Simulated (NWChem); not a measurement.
# CH7Si2 (SMILES [SiH2]C[SiH3]) at 3 levels

We compute a comparison of 3 runs (UHF/cc-pVDZ, UHF/def2-SVP, UPBE0/def2-SVP) of CH7Si2. 

Program for the calculation: NWChem 7.3.0.

## (1) The molecule

CH7Si2: 10 atoms, total charge 0, spin state doublet. SMILES: `[SiH2]C[SiH3]`. The coordinates come from a PBE0-D4/def2-TZVP relaxation. This is one conformer, not always the lowest.

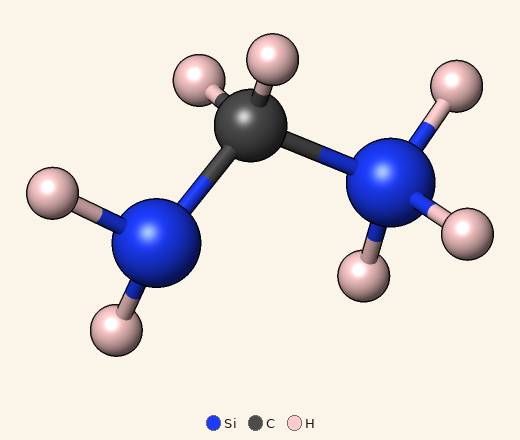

Viewed from a chosen angle; silicon blue, carbon dark grey, hydrogen pink.

## (2) Energy and gradient at UHF/cc-pVDZ (run 1)

Input file run.py:

```python
from ase import Atoms
from ase.calculators.nwchem import NWChem

mol = Atoms('SiCSiHHHHHHH', positions=[
    [-1.438000, 0.822800, -0.577200],
    [0.378300, 0.374400, -0.452000],
    [0.787800, -0.730900, 1.004300],
    [-2.277800, -0.389200, -0.787600],
    [-1.704800, 1.817100, -1.655100],
    [0.682500, -0.128800, -1.378000],
    [0.966600, 1.294300, -0.375300],
    [-0.039400, -1.966200, 0.957300],
    [0.504900, -0.021100, 2.279700],
    [2.222800, -1.123600, 0.987000],
])

calc = NWChem(
    label='run',
    theory='scf',
    memory='2200 mb',
    basis='cc-pVDZ',
    basispar='spherical bse',
    scf={'nopen': '1', 'uhf': None, 'thresh': '1e-08', 'maxiter': '80', 'print': 'low'},
)
mol.calc = calc

forces = mol.get_forces()
print("Total energy (eV):", round(mol.get_potential_energy(), 6))
print("forces (eV/A):")
for s, f in zip(mol.symbols, forces):
    print(f"{s:2s} {f[0]:10.5f} {f[1]:10.5f} {f[2]:10.5f}")
```

Launch:

```sh
$ export ASE_NWCHEM_COMMAND="nwchem PREFIX.nwi > PREFIX.nwo"
$ python run.py
```

Output:

```text
Total energy (eV): -16864.671639
forces (eV/A):
Si   -0.50280    0.21170   -0.07981
C     0.27120    0.08433   -0.23685
Si    0.20188   -0.26477    0.29583
H    -0.00704   -0.00303   -0.01985
H     0.00514   -0.01676   -0.01620
H     0.00787    0.01841    0.00987
H     0.01075   -0.00036   -0.01034
H    -0.01013   -0.03204    0.01080
H    -0.00118    0.00915    0.03893
H     0.02427   -0.00658    0.00766
```

The calculator wrote run.nwi:

```
title "run"

permanent_dir run

scratch_dir run

start run

geometry units angstrom nocenter noautosym noautoz
  Si -1.4379999999999999e+00 8.2279999999999998e-01 -5.7720000000000005e-01
  C  3.7830000000000003e-01 3.7440000000000001e-01 -4.5200000000000001e-01
  Si 7.8779999999999994e-01 -7.3089999999999999e-01 1.0043000000000000e+00
  H  -2.2778000000000000e+00 -3.8919999999999999e-01 -7.8759999999999997e-01
  H  -1.7048000000000001e+00 1.8170999999999999e+00 -1.6551000000000000e+00
  H  6.8250000000000000e-01 -1.2880000000000000e-01 -1.3779999999999999e+00
  H  9.6660000000000001e-01 1.2943000000000000e+00 -3.7530000000000002e-01
  H  -3.9399999999999998e-02 -1.9661999999999999e+00 9.5730000000000004e-01
  H  5.0490000000000002e-01 -2.1100000000000001e-02 2.2797000000000001e+00
  H  2.2227999999999999e+00 -1.1235999999999999e+00 9.8699999999999999e-01
end

memory 2200 mb

basis spherical bse noprint
   * library cc-pVDZ
end

scf
  nopen 1
  uhf
  thresh 1e-08
  maxiter 80
  print low
end

task scf gradient
```

run.nwo:

```text
Northwest Computational Chemistry Package (NWChem) 7.3.0
             --------------------------------------------------------

           Job information
           ---------------

    nwchem branch   = 7.3.0
    use scalapack   = T
    input           = run.nwi
    prefix          = run.
    data base       = run/run.db
    status          = startup
    nproc           =        1

           Memory information
           ------------------

    heap     =     72089598 doubles =      550.0 Mbytes
    stack    =     72089595 doubles =      550.0 Mbytes
    global   =    144179200 doubles =     1100.0 Mbytes (distinct from heap & stack)
    total    =    288358393 doubles =     2200.0 Mbytes
    verify   = yes
    hardfail = no

           Directory information
           ---------------------

  0 permanent = run
  0 scratch   = run

                                NWChem Input Module
                                -------------------

                                        run
                                        ---

[... 25 lines left out ...]
            Nuclear Dipole moment (a.u.)
[... 63 lines left out ...]
  charge          =   0.00
  wavefunction    = UHF
  input vectors   = atomic
  output vectors  = run/run.movecs
  use symmetry    = F
  symmetry adapt  = F

 Forming initial guess at       0.1s

 Starting SCF solution at       1.2s

       Final UHF  results
       ------------------

         Total SCF energy =   -619.765256513738
      One electron energy =  -1139.817261182046
      Two electron energy =    377.987037899981
 Nuclear repulsion energy =    142.064966768327

                       Sz =      0.5000
                 Sz(Sz+1) =      0.7500
                      S^2 =      0.7537

        Time for solution =     48.4s

                              NWChem Gradients Module
                              -----------------------

                         UHF ENERGY GRADIENTS

    atom               coordinates                        gradient
                 x          y          z           x          y          z
   1 Si     -2.717426   1.554867  -1.090750    0.009778  -0.004117   0.001552
   2 C       0.714883   0.707513  -0.854156   -0.005274  -0.001640   0.004606
   3 Si      1.488726  -1.381201   1.897852   -0.003926   0.005149  -0.005753
[... 6 lines of this table left out ...]
  10 H       4.200483  -2.123296   1.865160   -0.000472   0.000128  -0.000149

 Task  times  cpu:       56.6s     wall:       56.6s
 Total times  cpu:       56.7s     wall:       56.7s
```

It took 58 s on 1 thread of Intel Xeon Platinum 8488C (Sapphire Rapids), shared host; peak memory 0.1 GiB.

## (3) Energy and gradient at UHF/def2-SVP (run 2)

Input file nw.nw:

```
start nw
title "CH7Si2 hf"
memory total 2200 mb

geometry units bohr noautosym nocenter noautoz
  Si  -2.71742617   1.55486666  -1.09074992
  C    0.71488339   0.70751346  -0.85415621
  Si   1.48872624  -1.38120082   1.89785195
  H   -4.30441817  -0.73548141  -1.48834830
  H   -3.22160510   3.43382134  -3.12768571
  H    1.28973808  -0.24339672  -2.60404260
  H    1.82660927   2.44587252  -0.70921421
  H   -0.07445521  -3.71557951   1.80903482
  H    0.95412272  -0.03987322   4.30800865
  H    4.20048323  -2.12329627   1.86515969
end

basis spherical bse
  * library def2-SVP
end

scf
  doublet
  uhf
  thresh 1e-08
  maxiter 80
end

task scf gradient
```

Launch:

```sh
$ nwchem nw.nw > nw.out
```

Output:

```text
[...]
  functions       =    85
[...]
  wavefunction    = UHF
[...]
         Total SCF energy =   -619.557651823158
      One electron energy =  -1139.501316331605
      Two electron energy =    377.878708020456
 Nuclear repulsion energy =    142.064956487991
                       Sz =      0.5000
                 Sz(Sz+1) =      0.7500
                      S^2 =      0.7535
[...]
                         UHF ENERGY GRADIENTS
    atom               coordinates                        gradient
                 x          y          z           x          y          z
   1 Si     -2.717426   1.554867  -1.090750    0.008674  -0.003436   0.003722
   2 C       0.714883   0.707513  -0.854156   -0.003112  -0.000709   0.002866
   3 Si      1.488726  -1.381201   1.897852   -0.004342   0.004796  -0.005044
   4 H      -4.304418  -0.735481  -1.488348   -0.001042  -0.001731  -0.000000
   5 H      -3.221605   3.433821  -3.127686   -0.000355   0.001804  -0.001379
   6 H       1.289738  -0.243397  -2.604043   -0.000184  -0.000657  -0.000631
   7 H       1.826609   2.445873  -0.709214   -0.000001   0.000407   0.000309
   8 H      -0.074455  -3.715580   1.809035   -0.000900  -0.000998  -0.000404
   9 H       0.954123  -0.039873   4.308009   -0.000272   0.000865   0.000878
  10 H       4.200483  -2.123296   1.865160    0.001533  -0.000341  -0.000317
[...]
```

Run time: 16 s. Hardware: 1 thread of Intel Xeon Platinum 8488C (Sapphire Rapids), shared host; peak memory 0.1 GiB.

## (4) Energy and gradient at UPBE0/def2-SVP (run 3)

Input file geom.xyz:

```xyz
10
CH7Si2
Si    -1.438000     0.822800    -0.577200
C      0.378300     0.374400    -0.452000
Si     0.787800    -0.730900     1.004300
H     -2.277800    -0.389200    -0.787600
H     -1.704800     1.817100    -1.655100
H      0.682500    -0.128800    -1.378000
H      0.966600     1.294300    -0.375300
H     -0.039400    -1.966200     0.957300
H      0.504900    -0.021100     2.279700
H      2.222800    -1.123600     0.987000
```

Input file geom.nw:

```
start geom
title "CH7Si2"
memory 2200 mb

geometry units angstroms noautosym nocenter noautoz
  load format xyz geom.xyz
end

basis spherical bse
  Si library def2-SVP
  C library def2-SVP
  H library def2-SVP
end

dft
  xc pbe0
  mult 2
  grid xfine
  convergence energy 1e-08
  maxiter 100
  mulliken
end

task dft gradient
```

Launch:

```sh
$ nwchem geom.nw > geom.out
```

Output:

```text
[...]
          Wavefunction type:  spin polarized.
          No. of atoms     :    10
          No. of electrons :    41
[...]
          Charge           :     0
          Spin multiplicity:     2
[...]
          AO basis - number of functions:    85
[...]
              XC Information
              --------------
                         PBE0 Method XC Functional
                     Hartree-Fock (Exact) Exchange  0.250
          PerdewBurkeErnzerhof Exchange Functional  0.750
            Perdew 1991 LDA Correlation Functional  1.000 local
           PerdewBurkeErnz. Correlation Functional  1.000 non-local
[...]
 d= 0,ls=0.0,diis     1   -620.7061159546 -7.63D+02  3.43D-03  4.79D-02     5.9
[...]
 d= 0,ls=0.0,diis    10   -620.7340195493 -3.40D-09  2.32D-07  2.38D-10    60.1
[...]
         Total DFT energy =     -620.734019549280
      One electron energy =    -1140.007086765197
           Coulomb energy =      426.734681663003
    Exchange-Corr. energy =      -49.526581215413
 Nuclear repulsion energy =      142.064966768327
[...]
      Total Density - Mulliken Population Analysis
     ---------------------------------------------
    Atom       Charge   Shell Charges
 -----------   ------   -------------------------------------------------------
    1 Si  14    13.76   2.00  1.98  1.06  0.30  5.93  1.24  1.10  0.15
    2 C    6     6.53   1.99  0.89  0.34  2.11  1.19  0.01
    3 Si  14    13.64   2.00  1.98  1.03  0.21  5.93  1.32  0.98  0.19
    4 H    1     1.05   0.72  0.32  0.01
    5 H    1     1.05   0.72  0.32  0.01
    6 H    1     0.89   0.71  0.14  0.03
    7 H    1     0.89   0.72  0.15  0.03
    8 H    1     1.06   0.73  0.32  0.01
    9 H    1     1.06   0.73  0.32  0.01
   10 H    1     1.07   0.73  0.32  0.01
[...]
      <S2> =      0.7521 (Exact =     0.7500)
[...]
  wavefunction    = open shell
                         DFT ENERGY GRADIENTS
    atom               coordinates                        gradient
                 x          y          z           x          y          z
   1 Si     -2.717426   1.554867  -1.090750    0.001807  -0.001575  -0.000911
   2 C       0.714883   0.707513  -0.854156    0.002246   0.000816  -0.002092
   3 Si      1.488726  -1.381201   1.897852   -0.000964   0.000581  -0.000609
   4 H      -4.304418  -0.735481  -1.488348    0.001766   0.002167   0.000224
   5 H      -3.221605   3.433821  -3.127685    0.000581  -0.001923   0.001793
   6 H       1.289738  -0.243397  -2.604042   -0.001557   0.002494   0.004754
   7 H       1.826609   2.445872  -0.709214   -0.003155  -0.004672  -0.000337
   8 H      -0.074455  -3.715579   1.809035    0.001548   0.002559  -0.000068
   9 H       0.954123  -0.039873   4.308008    0.000549  -0.001261  -0.002695
  10 H       4.200483  -2.123296   1.865160   -0.002821   0.000814  -0.000060
[...]
```

Run time: 70 s. Hardware: 1 thread of Intel Xeon Platinum 8488C (Sapphire Rapids), shared host; peak memory 0.15 GiB.

## (5) The series

```
run           level  iteration cap  module  energy (Eh)   ⟨S²⟩  largest force (eV/Å)  wall time
  1     UHF/cc-pVDZ             80     scf  -619.765257  0.754                 0.551       58 s
  2    UHF/def2-SVP             80     scf  -619.557652  0.753                 0.517       16 s
  3  UPBE0/def2-SVP            100     dft  -620.734020  0.752                 0.290       70 s
```

## (6) What came out

```
                                 quantity          value
                      run 3: total energy  -620.73402 Eh
                     run 3: dipole moment         0.89 D
run 3: HOMO energy (highest over α and β)       -6.01 eV
 run 3: LUMO energy (lowest over α and β)       -2.16 eV
                              run 3: ⟨S²⟩          0.752
          run 3: largest force on an atom     0.290 eV/Å
```

All runs together took 2.4 min, the longest 70 s.
